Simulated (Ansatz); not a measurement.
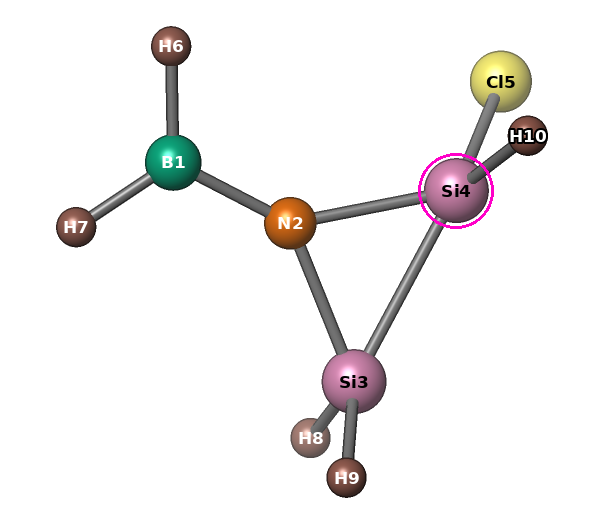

Distant atoms are faded towards the background colour. Circles mark the stereogenic atoms. Computed geometry: PBE-D4/def2-SVP optimisation. No frequency run is at hand to confirm it as a minimum.

What are the Cahn–Ingold–Prelog descriptors?

Si4: S (priorities Cl5 > Si3 > N2 > H10).
